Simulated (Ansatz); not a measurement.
## Geometry relaxation, with input and output: F$_{2}$ (charge +1) (part 2 of 2)

The same run, continued: F$_{2}$, charge +1, multiplicity 2; MP2/6-31G*, UHF (Ansatz 0.2.0). The run did not end well. The starting geometry was optimised with MP2/6-31G*.

Geometry of the input (Å):
```
F  -0.6031  0.2194  -0.3047
F  0.6031  -0.2194  0.3047
```

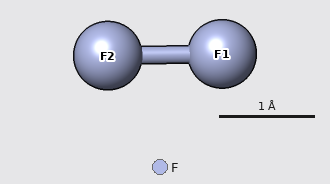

The geometry at step 37 of the log (ball-and-stick view, seen on its broad side; atoms are numbered from 1 in the order of the input).

Trajectory as extended XYZ, continued:
```
2
Properties=species:S:1:pos:R:3:forces:R:3 step=16 energy=-5400.14772 accepted=F
F    -0.5012    0.1823   -0.2532  -10.7777   3.9205  -5.4452
F     0.5012   -0.1823    0.2532   10.7777  -3.9205   5.4452
2
Properties=species:S:1:pos:R:3:forces:R:3 step=17 energy=-5400.16167 accepted=F
F    -0.5017    0.1825   -0.2534  -10.6735   3.8826  -5.3925
F     0.5017   -0.1825    0.2534   10.6735  -3.8826   5.3925
2
Properties=species:S:1:pos:R:3:forces:R:3 step=18 energy=-5400.16643
F    -0.5018    0.1825   -0.2535    6.1287  -2.2294   3.0964
F     0.5018   -0.1825    0.2535   -6.1287   2.2294  -3.0964
2
Properties=species:S:1:pos:R:3:forces:R:3 step=19 energy=-5399.90041 accepted=F
F    -0.4935    0.1795   -0.2494  -12.5898   4.5797  -6.3606
F     0.4935   -0.1795    0.2494   12.5898  -4.5797   6.3606
2
Properties=species:S:1:pos:R:3:forces:R:3 step=20 energy=-5400.15218 accepted=F
F    -0.5013    0.1824   -0.2533  -10.7444   3.9084  -5.4283
F     0.5013   -0.1824    0.2533   10.7444  -3.9084   5.4283
2
Properties=species:S:1:pos:R:3:forces:R:3 step=21 energy=-5400.16055 accepted=F
F    -0.5016    0.1825   -0.2534  -10.6819   3.8856  -5.3967
F     0.5016   -0.1825    0.2534   10.6819  -3.8856   5.3967
2
Properties=species:S:1:pos:R:3:forces:R:3 step=22 energy=-5400.16444 accepted=F
F    -0.5017    0.1825   -0.2535  -10.6527   3.8750  -5.3820
F     0.5017   -0.1825    0.2535   10.6527  -3.8750   5.3820
2
Properties=species:S:1:pos:R:3:forces:R:3 step=23 energy=-5400.16556 accepted=F
F    -0.5018    0.1825   -0.2535  -10.6444   3.8720  -5.3778
F     0.5018   -0.1825    0.2535   10.6444  -3.8720   5.3778
2
Properties=species:S:1:pos:R:3:forces:R:3 step=24 energy=-5400.16611 accepted=F
F    -0.5018    0.1825   -0.2535  -10.6402   3.8705  -5.3757
F     0.5018   -0.1825    0.2535   10.6402  -3.8705   5.3757
2
Properties=species:S:1:pos:R:3:forces:R:3 step=25 energy=-5400.16639 accepted=F
F    -0.5018    0.1825   -0.2535  -10.6381   3.8697  -5.3746
F     0.5018   -0.1825    0.2535   10.6381  -3.8697   5.3746
2
Properties=species:S:1:pos:R:3:forces:R:3 step=26 energy=-5400.16651
F    -0.5018    0.1825   -0.2535    6.1293  -2.2296   3.0967
F     0.5018   -0.1825    0.2535   -6.1293   2.2296  -3.0967
2
Properties=species:S:1:pos:R:3:forces:R:3 step=27 energy=-5399.90024 accepted=F
F    -0.4935    0.1795   -0.2493  -12.5910   4.5801  -6.3612
F     0.4935   -0.1795    0.2493   12.5910  -4.5801   6.3612
2
Properties=species:S:1:pos:R:3:forces:R:3 step=28 energy=-5400.16143 accepted=F
F    -0.5016    0.1825   -0.2534  -10.6753   3.8832  -5.3934
F     0.5016   -0.1825    0.2534   10.6753  -3.8832   5.3934
2
Properties=species:S:1:pos:R:3:forces:R:3 step=29 energy=-5400.16467 accepted=F
F    -0.5018    0.1825   -0.2535  -10.6510   3.8744  -5.3811
F     0.5018   -0.1825    0.2535   10.6510  -3.8744   5.3811
2
Properties=species:S:1:pos:R:3:forces:R:3 step=30 energy=-5400.16585 accepted=F
F    -0.5018    0.1825   -0.2535  -10.6422   3.8712  -5.3767
F     0.5018   -0.1825    0.2535   10.6422  -3.8712   5.3767
2
Properties=species:S:1:pos:R:3:forces:R:3 step=31 energy=-5400.16619 accepted=F
F    -0.5018    0.1825   -0.2535  -10.6396   3.8703  -5.3754
F     0.5018   -0.1825    0.2535   10.6396  -3.8703   5.3754
2
Properties=species:S:1:pos:R:3:forces:R:3 step=32 energy=-5400.16636 accepted=F
F    -0.5018    0.1825   -0.2535  -10.6384   3.8698  -5.3747
F     0.5018   -0.1825    0.2535   10.6384  -3.8698   5.3747
2
Properties=species:S:1:pos:R:3:forces:R:3 step=33 energy=-5400.16645 accepted=F
F    -0.5018    0.1825   -0.2535  -10.6377   3.8696  -5.3744
F     0.5018   -0.1825    0.2535   10.6377  -3.8696   5.3744
2
Properties=species:S:1:pos:R:3:forces:R:3 step=34 energy=-5400.16649 accepted=F
F    -0.5018    0.1825   -0.2535  -10.6374   3.8695  -5.3743
F     0.5018   -0.1825    0.2535   10.6374  -3.8695   5.3743
2
Properties=species:S:1:pos:R:3:forces:R:3 step=35 energy=-5400.16651
F    -0.5018    0.1825   -0.2535  -10.6373   3.8694  -5.3742
F     0.5018   -0.1825    0.2535   10.6373  -3.8694   5.3742
2
Properties=species:S:1:pos:R:3:forces:R:3 step=36 energy=-5400.16652
F    -0.5018    0.1825   -0.2535  -10.6372   3.8694  -5.3741
F     0.5018   -0.1825    0.2535   10.6372  -3.8694   5.3741
2
Properties=species:S:1:pos:R:3:forces:R:3 step=37 energy=-5399.98140 accepted=F
F    -0.5142    0.1871   -0.2598    4.7335  -1.7219   2.3915
F     0.5142   -0.1871    0.2598   -4.7335   1.7219  -2.3915
2
Properties=species:S:1:pos:R:3:forces:R:3 step=38 energy=-5400.06795 accepted=F
F    -0.5080    0.1848   -0.2567    5.3432  -1.9437   2.6995
F     0.5080   -0.1848    0.2567   -5.3432   1.9437  -2.6995
2
Properties=species:S:1:pos:R:3:forces:R:3 step=39 energy=-5400.11554 accepted=F
F    -0.5049    0.1837   -0.2551    5.7136  -2.0784   2.8866
F     0.5049   -0.1837    0.2551   -5.7136   2.0784  -2.8866
2
Properties=species:S:1:pos:R:3:forces:R:3 step=40 energy=-5400.14058 accepted=F
F    -0.5034    0.1831   -0.2543    5.9157  -2.1519   2.9888
F     0.5034   -0.1831    0.2543   -5.9157   2.1519  -2.9888
2
Properties=species:S:1:pos:R:3:forces:R:3 step=41 energy=-5400.15343 accepted=F
F    -0.5026    0.1828   -0.2539    6.0203  -2.1900   3.0416
F     0.5026   -0.1828    0.2539   -6.0203   2.1900  -3.0416
2
Properties=species:S:1:pos:R:3:forces:R:3 step=42 energy=-5400.15994 accepted=F
F    -0.5022    0.1827   -0.2537    6.0741  -2.2095   3.0688
F     0.5022   -0.1827    0.2537   -6.0741   2.2095  -3.0688
2
Properties=species:S:1:pos:R:3:forces:R:3 step=43 energy=-5400.16322 accepted=F
F    -0.5020    0.1826   -0.2536    6.1024  -2.2198   3.0831
F     0.5020   -0.1826    0.2536   -6.1024   2.2198  -3.0831
2
Properties=species:S:1:pos:R:3:forces:R:3 step=44 energy=-5400.16486 accepted=F
F    -0.5019    0.1826   -0.2536    6.1157  -2.2247   3.0898
F     0.5019   -0.1826    0.2536   -6.1157   2.2247  -3.0898
2
Properties=species:S:1:pos:R:3:forces:R:3 step=45 energy=-5400.16569 accepted=F
F    -0.5019    0.1826   -0.2536    6.1226  -2.2272   3.0933
F     0.5019   -0.1826    0.2536   -6.1226   2.2272  -3.0933
2
Properties=species:S:1:pos:R:3:forces:R:3 step=46 energy=-5400.16610 accepted=F
F    -0.5018    0.1826   -0.2535    6.1260  -2.2284   3.0950
F     0.5018   -0.1826    0.2535   -6.1260   2.2284  -3.0950
2
Properties=species:S:1:pos:R:3:forces:R:3 step=47 energy=-5400.16630 accepted=F
F    -0.5018    0.1825   -0.2535    6.1277  -2.2290   3.0958
F     0.5018   -0.1825    0.2535   -6.1277   2.2290  -3.0958
2
Properties=species:S:1:pos:R:3:forces:R:3 step=48 energy=-5400.03490 accepted=F
F    -0.5103    0.1856   -0.2578    5.0991  -1.8549   2.5762
F     0.5103   -0.1856    0.2578   -5.0991   1.8549  -2.5762
2
Properties=species:S:1:pos:R:3:forces:R:3 step=49 energy=-5400.09767 accepted=F
F    -0.5061    0.1841   -0.2557    5.5723  -2.0270   2.8152
F     0.5061   -0.1841    0.2557   -5.5723   2.0270  -2.8152
2
Properties=species:S:1:pos:R:3:forces:R:3 step=50 energy=-5400.13127 accepted=F
F    -0.5039    0.1833   -0.2546    5.8401  -2.1244   2.9505
F     0.5039   -0.1833    0.2546   -5.8401   2.1244  -2.9505
2
Properties=species:S:1:pos:R:3:forces:R:3 step=51 energy=-5400.14868 accepted=F
F    -0.5029    0.1829   -0.2541    5.9814  -2.1758   3.0219
F     0.5029   -0.1829    0.2541   -5.9814   2.1758  -3.0219
2
Properties=species:S:1:pos:R:3:forces:R:3 step=52 energy=-5400.15754 accepted=F
F    -0.5023    0.1827   -0.2538    6.0542  -2.2023   3.0587
F     0.5023   -0.1827    0.2538   -6.0542   2.2023  -3.0587
2
Properties=species:S:1:pos:R:3:forces:R:3 step=53 energy=-5400.16201 accepted=F
F    -0.5021    0.1826   -0.2537    6.0915  -2.2159   3.0776
F     0.5021   -0.1826    0.2537   -6.0915   2.2159  -3.0776
2
Properties=species:S:1:pos:R:3:forces:R:3 step=54 energy=-5400.16426 accepted=F
F    -0.5020    0.1826   -0.2536    6.1108  -2.2229   3.0873
F     0.5020   -0.1826    0.2536   -6.1108   2.2229  -3.0873
2
Properties=species:S:1:pos:R:3:forces:R:3 step=55 energy=-5400.16538 accepted=F
F    -0.5019    0.1826   -0.2536    6.1199  -2.2262   3.0919
F     0.5019   -0.1826    0.2536   -6.1199   2.2262  -3.0919
2
Properties=species:S:1:pos:R:3:forces:R:3 step=56 energy=-5400.16595 accepted=F
F    -0.5019    0.1826   -0.2535    6.1247  -2.2279   3.0943
F     0.5019   -0.1826    0.2535   -6.1247   2.2279  -3.0943
2
Properties=species:S:1:pos:R:3:forces:R:3 step=57 energy=-5400.16623 accepted=F
F    -0.5018    0.1825   -0.2535    6.1270  -2.2288   3.0955
F     0.5018   -0.1825    0.2535   -6.1270   2.2288  -3.0955
2
Properties=species:S:1:pos:R:3:forces:R:3 step=58 energy=-5400.16637 accepted=F
F    -0.5018    0.1825   -0.2535    6.1282  -2.2292   3.0961
F     0.5018   -0.1825    0.2535   -6.1282   2.2292  -3.0961
```

Outcome:

- outcome: not converged
- hardware: 1 thread of Arm Neoverse V2, 24 GiB of memory available, shared host
- wall time: 12 s
- peak memory: 0.081 GiB

The run did not converge: “geometry relaxation stalled after 58 steps at max|allowed force component| = 1.06e1 eV/Å: a line search along the steepest descent rejected every trial down to a displacement of 9.8e-6 Å, where the energy changed by +1.53e-4 eV against the -2.45e-4 eV the forces predict — the energy disagrees with the forces at that scale, which further steps cannot mend …” Its last values are not results.
